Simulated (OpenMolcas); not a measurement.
# [AlH3]− (SMILES [AlH3-]): levels of theory compared

Wanted: a comparison of 6 runs (ROHF/3-21G, U-r2SCAN/3-21G, UPBE/3-21G, UPBE0/3-21G, USVWN5/3-21G, ROCCSD(T)/3-21G) of [AlH3]−. 

The calculation is run with OpenMolcas 26.06.

## (1) The structure to begin with

[AlH3]− has 4 atoms, charge -1, and is taken as a doublet. SMILES: `[AlH3-]`. The Al1–H3 distance was set to 3.370 Å, away from the relaxed value. At this shape the atoms don't form one bonded unit as the SMILES string has it.

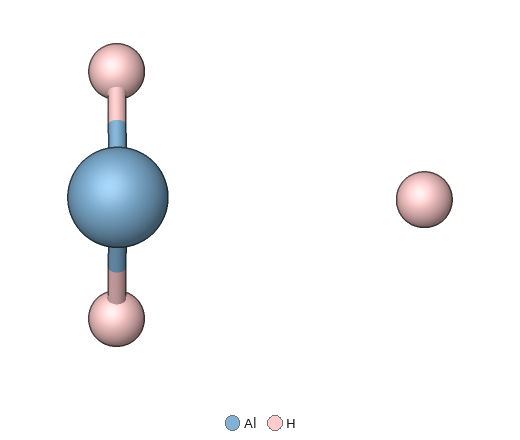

The structure, seen from a chosen angle (aluminium light blue, hydrogen pink).

## (2) The energy at ROHF/3-21G (run 1)

coord.xyz reads:

```xyz
4

Al     1.027961     1.594532    -0.665011
H      1.660941     1.893252     0.866689
H     -1.350110    -0.683860     0.050500
H      2.228271     0.613622    -1.325441
```

step1.inp reads:

```
&GATEWAY
  BasLib=$CurrDir
  Coord=coord.xyz
  Basis=3-21G
  Group=NoSym

&SEWARD

&SCF
  UHF
  Charge=-1
  Spin=2
  PrOrbitals=1 1

&RASSCF
  FileOrb=$Project.UnaOrb
  Spin=2
  Nactel=1 0 0
  Inactive=8
  Ras2=1
  OutOrbitals=Canonical
  OrbListing=Nothing
```

The basis set 3-21G is read from a file made from the Basis Set Exchange's data (not shown).

Launch:

```bash
export MOLCAS_MEM=1860
pymolcas step1.inp > step1.log
```

Log:

```text
--- Start Module: gateway ---
[...]
--- Stop Module: gateway /rc=_RC_ALL_IS_WELL_ ---
[...]
      Basis functions           19
[...]
--- Start Module: scf ---
[...]
       Convergence after  19 Iterations
[...]
::    Total SCF energy                               -242.1856507362
[...]
      Total spin, S                                     0.6933124555
[...]
--- Stop Module: scf /rc=_RC_ALL_IS_WELL_ ---
[...]
--- Start Module: rasscf ---
[...]
      Number of active orbitals                  1
[...]
      Spin quantum number                      0.5
[...]
      Active orbitals                            1
[...]
      Number of CSFs                             1
[...]
      Number of root(s) required                 1
[...]
      Convergence after 16 iterations
[...]
      printout of CI-coefficients larger than  0.05 for root  1
      energy=    -242.176230
      conf/sym  1     Coeff  Weight
             1  u   1.00000 1.00000
      Natural orbitals and occupation numbers for root  1
      sym 1:   1.000000
      ************************************************************************************************************************
      *                                                    Final results                                                     *
[...]
::    RASSCF root number  1 Total energy:   -242.17622955
[...]
      Total electronic charge=   17.000000
      Total            charge=   -1.000000
[...]
      Dipole Moment (debye):
      Origin of the operator (angstrom)=    1.0097    1.4951   -0.6117
                   X=  7.6525E-01               Y= -5.4087E-01               Z=  5.1688E-01           Total=  1.0702E+00
      Center of Charge (angstrom)
[...]
--- Stop Module: rasscf /rc=_RC_ALL_IS_WELL_ ---
[...]
```

Run time: 5.4 s. Hardware: 1 thread of Intel Xeon Platinum 8488C (Sapphire Rapids), shared host; peak memory 0.37 GiB.

## (3) A single-point energy at U-r2SCAN/3-21G (run 2)

coord.xyz is that of step 2.

mol.input reads:

```
* AlH3 Kohn-Sham DFT
&GATEWAY
BASLIB=$CurrDir
COORD=coord.xyz
BASIS=3-21G
GROUP=NoSym
&SEWARD
GRIDINPUT
Grid=UltraFine
End of Grid
&SCF
UHF
CHARGE=-1
SPIN=2
KSDFT=2
1.0 MGGA_X_R2SCAN
1.0 MGGA_C_R2SCAN
THRESHOLDS=1e-10 1e-07 1e-07 1e-05
PRORBITALS=1 1
```

The basis set 3-21G is read from a file made from the Basis Set Exchange's data (not shown).

Launch:

```bash
export MOLCAS_MEM=1860
pymolcas mol.input > mol.log
```

Log:

```text
--- Start Module: gateway ---
[...]
--- Stop Module: gateway /rc=_RC_ALL_IS_WELL_ ---
--- Start Module: seward ---
[...]
      Basis functions           19
--- Stop Module: seward /rc=_RC_ALL_IS_WELL_ ---
[...]
--- Start Module: scf ---
[...]
       Convergence after  21 Iterations
[...]
::    Total KS-DFT energy                            -242.7076885987
[...]
      Total spin, S                                     0.5975107958
[...]
      Total electronic charge=   17.000000
      Total            charge=   -1.000000
[...]
      Dipole Moment (debye):
      Origin of the operator (angstrom)=    1.0097    1.4951   -0.6117
                   X=  2.8189E+00               Y=  2.8334E+00               Z= -9.2304E-01           Total=  4.1020E+00
      Center of Charge (angstrom)
[...]
--- Stop Module: scf /rc=_RC_ALL_IS_WELL_ ---
[...]
```

It took 17 s on 1 thread of Intel Xeon Platinum 8488C (Sapphire Rapids), shared host; peak memory 0.37 GiB.

Runs 3 to 5 aren't shown in full; the table further down has their settings and results.

## (4) The energy at ROCCSD(T)/3-21G (run 6)

coord.xyz is that of step 3.

mol.input reads:

```
&GATEWAY
BASLIB
$CurrDir
COORD
coord.xyz
BASIS
3-21G
GROUP
NoSym
&SEWARD
&SCF
UHF
CHARGE
-1
SPIN
2
THRESHOLDS
1e-10 1e-07 1e-07 1e-05
PRORBITALS
1 1
&RASSCF
FILEORB
$Project.UnaOrb
SPIN
2
NACTEL
1 0 0
INACTIVE
8
RAS2
1
OUTORBITALS
Canonical
ORBLISTING
Nothing
&MOTRA
JOBIPH
FROZEN
5
&CCSDT
CCT
TRIPLES
3
ITERATIONS
80
ACCURACY
1e-08
EXTRAPOLATION
5 4
```

The basis set 3-21G is read from a file made from the Basis Set Exchange's data (not shown).

Launch:

```bash
export MOLCAS_MEM=1860
pymolcas mol.input > mol.log
```

Log:

```text
--- Start Module: gateway ---
[...]
--- Stop Module: gateway /rc=_RC_ALL_IS_WELL_ ---
[...]
      Basis functions           19
[...]
       Convergence after  21 Iterations
[...]
::    Total SCF energy                               -242.1856507362
[...]
      Total spin, S                                     0.6933124108
[...]
      Number of active orbitals                  1
[...]
      Spin quantum number                      0.5
[...]
      Active orbitals                            1
[...]
      Number of CSFs                             1
[...]
      Number of root(s) required                 1
[...]
      Convergence after 16 iterations
[...]
      printout of CI-coefficients larger than  0.05 for root  1
      energy=    -242.176230
      conf/sym  1     Coeff  Weight
             1  u   1.00000 1.00000
      Natural orbitals and occupation numbers for root  1
      sym 1:   1.000000
      ************************************************************************************************************************
      *                                                    Final results                                                     *
[...]
::    RASSCF root number  1 Total energy:   -242.17622955
[...]
      Total electronic charge=   17.000000
      Total            charge=   -1.000000
[...]
      Dipole Moment (debye):
      Origin of the operator (angstrom)=    1.0097    1.4951   -0.6117
                   X=  7.6525E-01               Y= -5.4087E-01               Z=  5.1688E-01           Total=  1.0702E+00
      Center of Charge (angstrom)
[...]
--- Start Module: motra ---
[...]
--- Start Module: ccsdt ---
[...]
      Convergence after                    43  Iterations
      Total energy (diff) :    -242.24540367      -0.00000000
[...]
 METHOD                       : CCSD+T(CCSD)+<T3(1)WT1>+<T3(1)UT2> = CCSD(T)
[...]
       CCSD     =      -242.2454036723739
[...]
```

Run time: 6.6 s. Hardware: 1 thread of Intel Xeon Platinum 8488C (Sapphire Rapids), shared host; peak memory 0.37 GiB.

## (5) The series

| run | level | integration grid | SCF convergence threshold | frozen core orbitals | energy (Eh) | wall time |
| --- | --- | --- | --- | --- | --- | --- |
| 1 | ROHF/3-21G | – | – | – | -242.176230 | 5.4 s |
| 2 | U-r2SCAN/3-21G | UltraFine | 1e-10 | – | -242.707689 | 17 s |
| 3 | UPBE/3-21G | UltraFine | 1e-10 | – | -242.603528 | 13 s |
| 4 | UPBE0/3-21G | UltraFine | 1e-10 | – | -242.630571 | 12 s |
| 5 | USVWN5/3-21G | UltraFine | 1e-10 | – | -241.658070 | 9.6 s |
| 6 | ROCCSD(T)/3-21G | – | 1e-10 | 5 | -242.247835 | 6.6 s |

## (6) Outcome

```
             quantity          value
  run 6: total energy  -242.24783 Eh
run 6: (T) correction      -2.43 mEh
```

What this shows: Totals of different functionals can't be ranked against each other. In runs 2, 3, 4, 5 the HOMO lies above zero, so the outermost electron may be held by the basis alone. Spin contamination of the reference: run 2 ⟨S²⟩ = 0.95, run 4 ⟨S²⟩ = 0.92. All runs together took 64 s, the longest 17 s.
